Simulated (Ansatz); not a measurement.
Cell of (GaSb)9/(InAs)7 zinc blende (110) superlattice on GaSb (the substrate's cell is 0.3 % off cubic on its mesh, so the two in-plane strains differ), with its geometry taken from a PBE run:

```xyz
32
Lattice="4.3996 0.0000 0.0000 0.0000 6.2011 0.0000 0.0000 0.0000 35.0644" Properties=species:S:1:pos:R:3 pbc="T T T"
Ga     0.0000    -0.0957    -0.0473
Sb     2.1998     1.4517     0.0382
Ga     2.1998     3.0004     2.2225
Sb     0.0000     4.5522     2.1704
Ga     0.0000    -0.1015     4.3794
Sb     2.1998     1.4514     4.4120
Ga     2.1998     3.0013     6.6038
Sb     0.0000     4.5548     6.5902
Ga     0.0000    -0.1015     8.7977
Sb     2.1998     1.4526     8.7977
Ga     2.1998     3.0013    10.9916
Sb     0.0000     4.5548    11.0051
Ga     0.0000    -0.1015    13.2159
Sb     2.1998     1.4514    13.1833
Ga     2.1998     3.0004    15.3728
Sb     0.0000     4.5522    15.4249
Ga     0.0000    -0.0957    17.6426
Sb     2.1998     1.4517    17.5571
In     2.1998     3.2192    19.8025
As     0.0000     4.7688    19.7501
In     0.0000     0.1354    21.9462
As     2.1998     1.6740    21.9835
In     2.1998     3.2369    24.1575
As     0.0000     4.7795    24.1378
In     0.0000     0.1314    26.3299
As     2.1998     1.6740    26.3299
In     2.1998     3.2369    28.5023
As     0.0000     4.7795    28.5219
In     0.0000     0.1354    30.7135
As     2.1998     1.6740    30.6762
In     2.1998     3.2192    32.8572
As     0.0000     4.7688    32.9096
```

Method: r2SCAN (plane waves to 500 eV, PAW; Ansatz, a program for electronic structure). Scalar-relativistic, without spin–orbit coupling. Its k-point mesh 7×5×1, Fermi–Dirac width 0.01 eV.

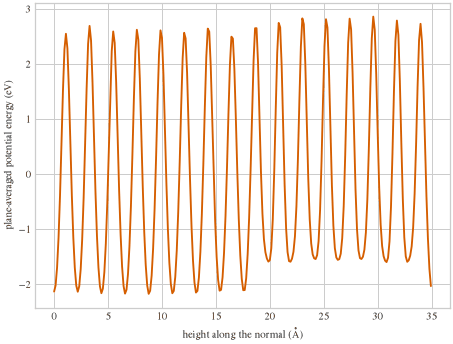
Figure: Smooth (PAW) electrostatic potential energy of an electron, averaged over planes, about its mean

The curve spans 5.0 eV over the stretch drawn.
